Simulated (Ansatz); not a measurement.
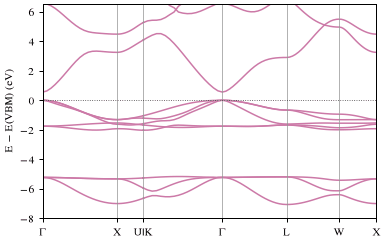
*Band structure from PBEsol (plane waves, PAW; program Ansatz)*

Question: Read off the gap and where the band edges lie.

Answer: About 0.6 eV (0.55 eV by a search for the band edges); maximum at Γ, minimum at Γ.

The material is CuCl (zinc blende, F-43m).

The PBEsol relaxation kept the symmetry of its start. No spin polarisation was allowed.

Potentials: the later of the program's two PAW sets.
